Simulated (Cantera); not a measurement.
Input: 1 mol SiF4, 2.6 mol NO, 1.1 mol H2, at 5000 Pa.

Cantera equilibrium calculation (NASA polynomials, part measured and part estimated; ideal gas, pure solids and liquids). Candidate condensed phases: H2O, Si, SiO2, Si2N2O, Si3N4; 58 gas species. The tables' values for SiF3 are old estimates; treat these amounts as uncertain. The tables hold silica as quartz up to 1696 K and as liquid above; real silica turns to tridymite and cristobalite and melts near 1996 K. Rates play no part.

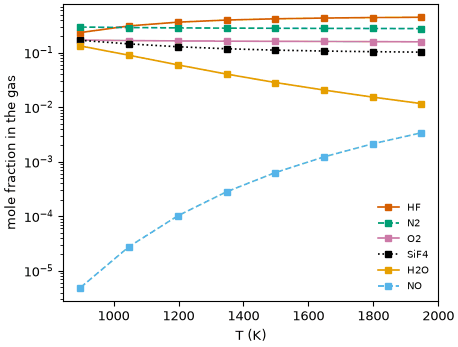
*Equilibrium gas composition (values under 1e-9 drawn at 1e-9)*

Task: Read off the mole fractions at 1048 K.

Result: HF about 0.31, N2 about 0.29, O2 about 0.17, SiF4 about 0.14, H2O about 0.090, NO about 2.8e-5.
